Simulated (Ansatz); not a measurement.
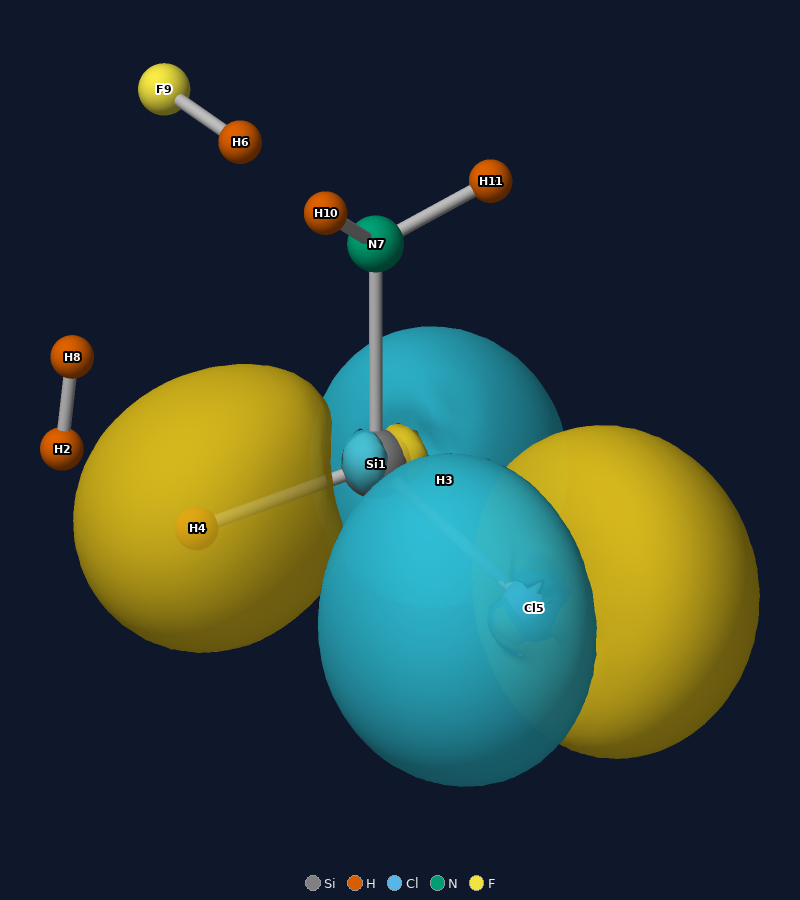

The picture shows: ClH4NSi···H2···HF. The HOMO−1 at ±0.08 Å⁻³ᐟ² (yellow and cyan are the two phases), seen at an oblique angle.

The product side of a reaction path; geometry: PBE0-D4/def2-TZVP.

The calculation used Ansatz 0.2.0, RKS PBE0-D4/def2-TZVPP.

```yaml
atoms:
  - { symbol: Si, position_ang: [-0.1412, -0.4782, 1.1125] }
  - { symbol: H, position_ang: [-1.6047, -1.4819, -2.1659] }
  - { symbol: H, position_ang: [0.3946, -1.6761, 0.4395] }
  - { symbol: H, position_ang: [-1.5573, -0.2004, 0.8079] }
  - { symbol: Cl, position_ang: [0.0088, -0.7869, 3.1409] }
  - { symbol: H, position_ang: [0.5674, 0.9996, -1.1272] }
  - { symbol: N, position_ang: [0.7863, 0.8855, 0.5687] }
  - { symbol: H, position_ang: [-1.1608, -0.8966, -2.3072] }
  - { symbol: F, position_ang: [0.4276, 1.0362, -2.0686] }
  - { symbol: H, position_ang: [0.4892, 1.7885, 0.9182] }
  - { symbol: H, position_ang: [1.7900, 0.8105, 0.6813] }
```

### Describe this orbital and give its energy.

By Hirshfeld shares it lies mainly on Cl5 (about 65 %), Si1 (about 15 %), H3 (about 10 %) and H4 (about 10 %). Its energy is −9.27 eV.
